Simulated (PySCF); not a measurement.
# [CeCl4]−: how settings move a single point

Aim: repeat the single point on relaxed [CeCl4]− with altered settings, some of them bad on purpose. The species was built from a template and needn't be a known compound.

Computed with PySCF 2.14.0. Level: PBE, Ce lcecp-1-SVP with ECP47, Cl def2-SVP; scalar-relativistic core potentials, no spin–orbit coupling.

4 further runs of the same task are left out: 2 for a known fault of the program, 2 that didn't finish. Runs told in other sessions of the task aren't counted.

### Step 1. Starting geometry

5 atoms, charge -1, spin multiplicity 1.

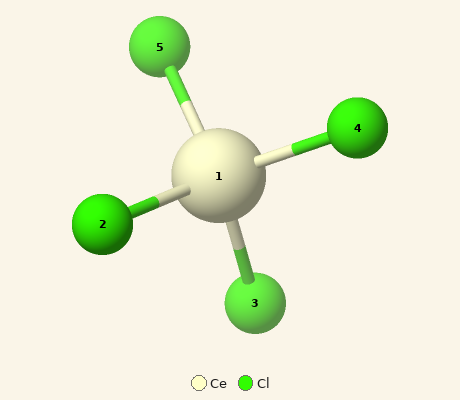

The structure; cerium light yellow, chlorine green; atoms are numbered from 1 in the order of the file.

As a file:

```xyz
5
CeCl4
Ce    0.0000    0.0000    0.0000
Cl    1.5341    1.5341    1.5341
Cl   -1.5341   -1.5341    1.5341
Cl    1.5341   -1.5341   -1.5341
Cl   -1.5341    1.5341   -1.5341
```

Formal oxidation states: Ce +3. Each metal's 1 4f electrons lie in its core potential, so multiplicities, spins and levels count the valence alone. An earlier session relaxed this geometry at PBE, Ce lcecp-1-SVP with ECP47, Cl def2-SVP (singlet, point group Td).

The sound run used a (50, 194) grid (finer on f atoms), a threshold of 1e-8 and at most 55 cycles, and ended at -1872.176795 Eh.

### Step 2. Try 1

Input file run.py (the lines that set the calculation):

```python
mol = gto.M(atom='''
Ce     0.00000     0.00000     0.00000
Cl     1.53415     1.53415     1.53415
Cl    -1.53415    -1.53415     1.53415
Cl     1.53415    -1.53415    -1.53415
Cl    -1.53415     1.53415    -1.53415''',
    basis={'Ce': 'lcecp-1-SVP', 'Cl': 'def2-SVP'},
    ecp={'Ce': 'lcecp-1-SVP'},
    charge=-1, spin=0)
mf = dft.RKS(mol, xc='PBE')
mf.grids.atom_grid = (50, 194)  # f atoms: unpruned, at least (60, 302)
mf = mf.density_fit()  # fitting sets: Ce AutoAux, Cl def2-universal-JKFIT
mf.conv_tol = 1e-08; mf.max_cycle = 55
mf.kernel(dm0)  # dm0: smeared density
```

Started as:

```bash
OMP_NUM_THREADS=2 python run.py
```

Output:

```text
init E= -1872.10039959769
  HOMO = -0.119730532033523  LUMO = 0.0913253881203855  gap/eV = 5.74312
cycle= 1 E= -1872.17524995931  delta_E= -0.0749  |g|= 0.0649  |ddm|= 0.29
  HOMO = -0.109925247821262  LUMO = 0.0872045223545469  gap/eV = 5.36417
cycle= 2 E= -1872.17039509423  delta_E= 0.00485  |g|= 0.136  |ddm|= 0.299
  HOMO = -0.113971164581805  LUMO = 0.0942122246203099  gap/eV = 5.66496
cycle= 3 E= -1872.17678761717  delta_E= -0.00639  |g|= 0.00538  |ddm|= 0.196
  HOMO = -0.11440875277708  LUMO = 0.0940253993206941  gap/eV = 5.67178
cycle= 4 E= -1872.1767949296  delta_E= -7.31e-06  |g|= 0.00101  |ddm|= 0.00554
  HOMO = -0.114360620475924  LUMO = 0.0940638647250753  gap/eV = 5.67152
cycle= 5 E= -1872.17679529627  delta_E= -3.67e-07  |g|= 0.000109  |ddm|= 0.00179
  HOMO = -0.114376618683491  LUMO = 0.0940572712821119  gap/eV = 5.67178
cycle= 6 E= -1872.17679530004  delta_E= -3.77e-09  |g|= 7.08e-06  |ddm|= 0.00023
  HOMO = -0.114375516631967  LUMO = 0.0940581524102094  gap/eV = 5.67177
Extra cycle  E= -1872.1767953  delta_E= 4e-11  |g|= 1.13e-05  |ddm|= 3.35e-05
converged SCF energy = -1872.1767953
```

Run time: 4.4 s. Hardware: 2 threads of Arm Neoverse V1, shared host.

Changed: the starting guess (smeared density). It converges in 6 cycles, at the sound run's energy within 0.001 eV, with a largest force component of 0.00 eV/Å. The result survives the change.

### Step 3. Try 2

run.py (the lines that set the calculation), as its differences from that of step 2:

```diff
@@ -12,3 +12,3 @@
 mf = mf.density_fit()  # fitting sets: Ce AutoAux, Cl def2-universal-JKFIT
-mf.conv_tol = 1e-08; mf.max_cycle = 55
-mf.kernel(dm0)  # dm0: smeared density
+mf.conv_tol = 1e-06; mf.max_cycle = 55
+mf.kernel(dm0)  # dm0: free metal ions and neutral atoms
```

Started as:

```bash
OMP_NUM_THREADS=2 python run.py
```

Output:

```text
init E= -1903.75399671401
  HOMO = -0.0341787479876069  LUMO = 0.103528337917812  gap/eV = 3.74720
cycle= 1 E= -1871.54007358695  delta_E= 32.2  |g|=  1.9  |ddm|= 3.72
  HOMO = -0.254896165821643  LUMO = 0.0957438308580478  gap/eV = 9.54140
cycle= 2 E= -1871.22170223027  delta_E= 0.318  |g|=  1.8  |ddm|= 4.36
  HOMO = -0.106141094043761  LUMO = 0.0638148929584014  gap/eV = 4.62474
cycle= 3 E= -1872.09929879759  delta_E= -0.878  |g|= 0.48  |ddm|= 3.07
  HOMO = -0.106027332937432  LUMO = 0.100787278241839  gap/eV = 5.62771
cycle= 4 E= -1872.16914088268  delta_E= -0.0698  |g|= 0.141  |ddm|= 0.87
  HOMO = -0.116234671546604  LUMO = 0.0932884844136694  gap/eV = 5.70142
cycle= 5 E= -1872.17672800924  delta_E= -0.00759  |g|= 0.0152  |ddm|= 0.256
  HOMO = -0.114316725340117  LUMO = 0.09400486719908  gap/eV = 5.66872
cycle= 6 E= -1872.17679095473  delta_E= -6.29e-05  |g|= 0.00333  |ddm|= 0.0184
  HOMO = -0.114357359031277  LUMO = 0.0940601122632504  gap/eV = 5.67133
cycle= 7 E= -1872.17679528711  delta_E= -4.33e-06  |g|= 0.000203  |ddm|= 0.00575
  HOMO = -0.114374794091779  LUMO = 0.0940590257045909  gap/eV = 5.67177
cycle= 8 E= -1872.17679529991  delta_E= -1.28e-08  |g|= 1.85e-05  |ddm|= 0.000319
  HOMO = -0.114375257389109  LUMO = 0.0940570022992736  gap/eV = 5.67173
Extra cycle  E= -1872.17679529955  delta_E= 3.62e-10  |g|= 3.74e-05  |ddm|= 7.91e-05
converged SCF energy = -1872.17679529955
```

It took 4.8 s on 2 threads of Arm Neoverse V1, shared host.

Changed: the SCF threshold (1e-06). It converges in 8 cycles, at the sound run's energy within 0.001 eV, with a largest force component of 0.00 eV/Å. The result survives the change.

### Step 4. Try 3

run.py (the lines that set the calculation), as its differences from that of step 3:

```diff
@@ -12,3 +12,3 @@
 mf = mf.density_fit()  # fitting sets: Ce AutoAux, Cl def2-universal-JKFIT
-mf.conv_tol = 1e-06; mf.max_cycle = 55
+mf.conv_tol = 1e-08; mf.max_cycle = 3
 mf.kernel(dm0)  # dm0: free metal ions and neutral atoms
```

Started as:

```bash
OMP_NUM_THREADS=2 python run.py
```

Output:

```text
init E= -1903.75399671401
  HOMO = -0.0341787479876069  LUMO = 0.103528337917812  gap/eV = 3.74720
cycle= 1 E= -1871.54007358695  delta_E= 32.2  |g|=  1.9  |ddm|= 3.72
  HOMO = -0.254896165821644  LUMO = 0.0957438308580514  gap/eV = 9.54140
cycle= 2 E= -1871.22170223027  delta_E= 0.318  |g|=  1.8  |ddm|= 4.36
  HOMO = -0.106141094043755  LUMO = 0.063814892958399  gap/eV = 4.62474
cycle= 3 E= -1872.09929879759  delta_E= -0.878  |g|= 0.48  |ddm|= 3.07
SCF not converged.
```

Run time: 1.1 s. Hardware: 2 threads of Arm Neoverse V1, shared host.

Changed: the cycle limit (3). The SCF doesn't converge: the limit ends it too early, and the default cures it.

### Step 5. Try 4

run.py (the lines that set the calculation), as its differences from that of step 4:

```diff
@@ -10,5 +10,5 @@
 mf = dft.RKS(mol, xc='PBE')
-mf.grids.atom_grid = (50, 194)  # f atoms: unpruned, at least (60, 302)
+mf.grids.atom_grid = (30, 86)  # f atoms: unpruned
 mf = mf.density_fit()  # fitting sets: Ce AutoAux, Cl def2-universal-JKFIT
-mf.conv_tol = 1e-08; mf.max_cycle = 3
+mf.conv_tol = 1e-08; mf.max_cycle = 55
 mf.kernel(dm0)  # dm0: free metal ions and neutral atoms
```

Started as:

```bash
OMP_NUM_THREADS=2 python run.py
```

Output:

```text
init E= -1903.75122027741
  HOMO = -0.0343283448117308  LUMO = 0.103413264025875  gap/eV = 3.74814
cycle= 1 E= -1871.53610375708  delta_E= 32.2  |g|= 1.91  |ddm|= 3.72
  HOMO = -0.255003955648486  LUMO = 0.0957203248112677  gap/eV = 9.54369
cycle= 2 E= -1871.21751488375  delta_E= 0.319  |g|=  1.8  |ddm|= 4.36
  HOMO = -0.106479180849087  LUMO = 0.0636353151344691  gap/eV = 4.62905
cycle= 3 E= -1872.09635400103  delta_E= -0.879  |g|= 0.481  |ddm|= 3.07
  HOMO = -0.106322906754596  LUMO = 0.100847458460464  gap/eV = 5.63739
cycle= 4 E= -1872.16622420478  delta_E= -0.0699  |g|= 0.141  |ddm|= 0.87
  HOMO = -0.116503877915406  LUMO = 0.0933396729947575  gap/eV = 5.71013
cycle= 5 E= -1872.17383833506  delta_E= -0.00761  |g|= 0.0152  |ddm|= 0.257
  HOMO = -0.114596469580863  LUMO = 0.0940607580795536  gap/eV = 5.67785
cycle= 6 E= -1872.17390177279  delta_E= -6.34e-05  |g|= 0.00333  |ddm|= 0.0184
  HOMO = -0.11463803287765  LUMO = 0.0941153522797347  gap/eV = 5.68047
cycle= 7 E= -1872.17390611714  delta_E= -4.34e-06  |g|= 0.000206  |ddm|= 0.00574
  HOMO = -0.114655752863942  LUMO = 0.0941138929646471  gap/eV = 5.68091
cycle= 8 E= -1872.17390613032  delta_E= -1.32e-08  |g|= 1.83e-05  |ddm|= 0.000321
  HOMO = -0.114656806290112  LUMO = 0.0941126067980957  gap/eV = 5.68091
cycle= 9 E= -1872.17390613044  delta_E= -1.26e-10  |g|= 3.77e-07  |ddm|= 2.62e-05
  HOMO = -0.114656714088939  LUMO = 0.094112624856172  gap/eV = 5.68090
Extra cycle  E= -1872.17390613045  delta_E= -4.55e-12  |g|= 6.49e-07  |ddm|= 1.38e-06
converged SCF energy = -1872.17390613045
```

Run time: 4.2 s. Hardware: 2 threads of Arm Neoverse V1, shared host.

Changed: the integration grid, to (30, 86). It converges in 9 cycles, +0.079 eV from the sound run, with a largest force component of 0.05 eV/Å. The setting is unsound, so these numbers aren't the compound's.

### Step 6. Side by side

| run | changed | ending | energy change (eV) | cycles | time | usable |
| --- | --- | --- | --- | --- | --- | --- |
| 1 | the starting guess | converged | 0.000 | 6 | 4.4 s | yes |
| 2 | the SCF threshold | converged | 0.000 | 8 | 4.8 s | yes |
| 3 | the cycle limit | not converged | – | 3 | 1.1 s | no |
| 4 | the integration grid | converged | +0.079 | 9 | 4.2 s | no |

2 of 4 altered runs give a usable result. 1 ended normally with numbers unfit to quote.
